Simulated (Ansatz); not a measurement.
# C3H9NSi: what the fields show

Input file:

```
crystal:
  periodic: [false, false, false]
  atoms:
    - { symbol: C, position_ang: [-1.7007, 0.9058, 0.5657] }
    - { symbol: "N", position_ang: [-0.3519, 0.9916, 0.153] }
    - { symbol: C, position_ang: [0.0567, -0.2737, -0.4594] }
    - { symbol: C, position_ang: [0.7488, -1.3145, 0.4145] }
    - { symbol: Si, position_ang: [2.0433, -0.5997, -0.5414] }
    - { symbol: H, position_ang: [-2.0299, 1.9195, 1.0113] }
    - { symbol: H, position_ang: [-1.897, 0.1643, 1.2969] }
    - { symbol: H, position_ang: [-2.3644, 0.7985, -0.3145] }
    - { symbol: H, position_ang: [-0.2077, 1.7891, -0.4513] }
    - { symbol: H, position_ang: [-0.3494, -0.5566, -1.372] }
    - { symbol: H, position_ang: [0.4193, -2.3558, 0.2088] }
    - { symbol: H, position_ang: [0.7121, -1.1445, 1.5061] }
    - { symbol: H, position_ang: [2.6324, 0.6996, -0.1003] }
    - { symbol: H, position_ang: [2.2755, -1.053, -1.8887] }
basis:
  gaussian: { orbitals: def2-SVP }
hamiltonian:
  xc: pbe
relax:
  f_tol: 0.015
  max_steps: 40
output:
  orbitals: {}
```

Launched as:

```sh
ansatz run input.yaml --threads 2 --pin off --max-ram 3072MiB --backend cpu --events-out ev --progress --plain --runs-dir out
```

The fields are those of the relaxed geometry.

All numbers below come from Ansatz 0.2.0, RKS PBE/def2-SVP.

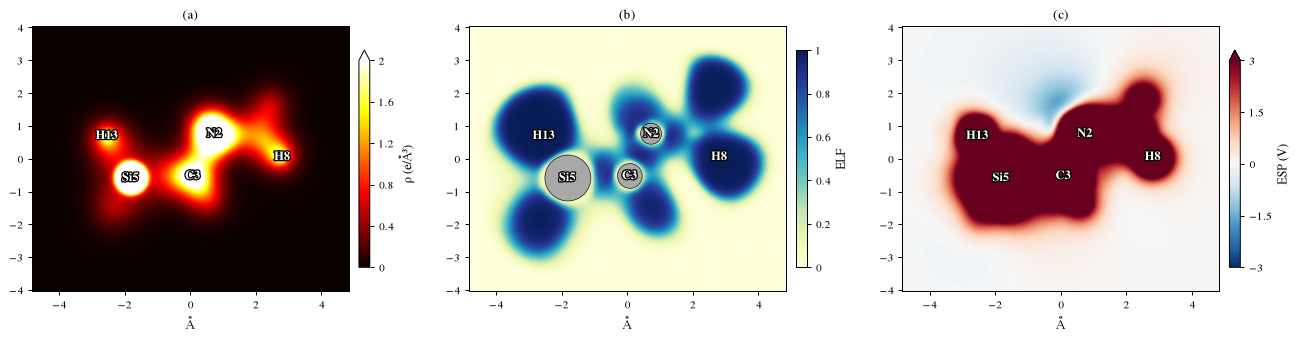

Figure 1. (a) total electron density; (b) ELF; (c) electrostatic potential on the plane of atoms N2, C3 and Si5. Grey discs cover the atomic cores in the ELF map.

> What does the map show?

- Atoms in the plane: N, C, Si and H.
- C–N (1.44 Å): ρ at the midpoint is about 2 e/Å³; the ELF peaks at about 0.95 between the atoms (localised, covalent bonding).
- C–Si (1.89 Å): the density is about 0.84 e/Å³ at the midpoint; the ELF peaks at about 0.90 between the atoms: localised, covalent bonding.
- Si–H (1.49 Å): ρ at the midpoint is about 0.75 e/Å³; the ELF climbs to about 1 towards the hydrogen, as it does in any bond to H.
- The ELF also peaks beside N2, away from the bonds: lone-pair regions.
- Outside the dense part of the molecule the potential is most negative (−1.6 V) near N2.

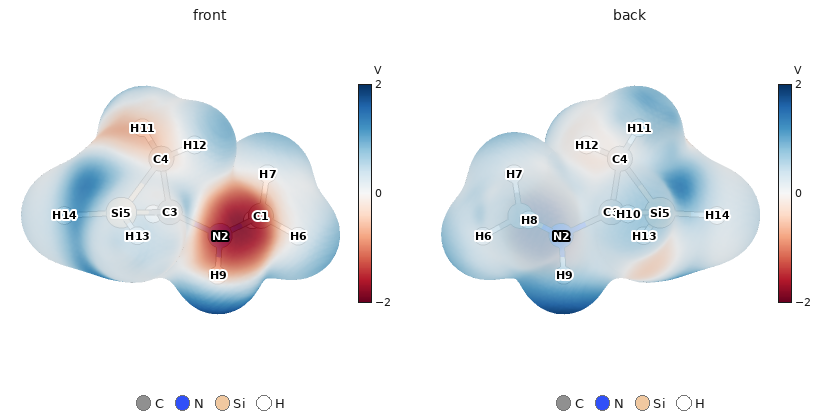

Figure 2. The electrostatic potential painted on the density surface at 0.004 e/bohr³, seen from the front and from behind; the colour scale runs from red (negative) to blue (positive).

> Which sites attract a positive test charge, and which a negative one?

A positive charge is drawn to the negative regions and a negative charge to the positive ones. The most negative region (about −1.8 V) lies over N2, the most positive (about +1.8 V) over H9. N2 is the likeliest acceptor of a hydrogen bond.

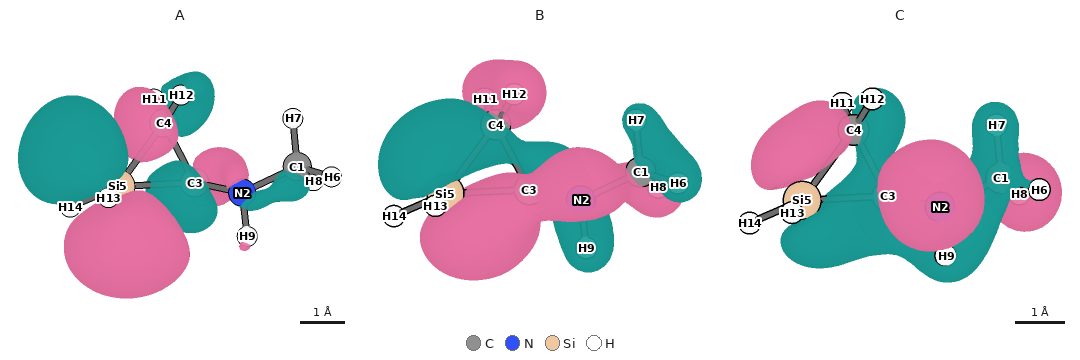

Figure 3. Three frontier orbitals at ±0.08 Å⁻³ᐟ² (teal and pink are the two phases), in no order.

> Order the three orbitals by energy and name them.

B is the HOMO−1 (−5.75 eV). By Hirshfeld shares it lies mainly on Si5 (about 30 %), C3 (about 20 %), C4 (about 15 %) and N2 (about 15 %). C is the HOMO (−4.79 eV). Its weight (Hirshfeld) is mainly on N2 (about 50 %), Si5 (about 10 %), C3 (about 10 %), C1 (about 5 %), H10 (about 5 %) and C4 (about 5 %). A is the LUMO (−0.20 eV). By Hirshfeld shares it lies mainly on Si5 (about 50 %), C3 (about 15 %) and C4 (about 10 %).

> What is the HOMO–LUMO gap?

4.59 eV between the orbital energies.
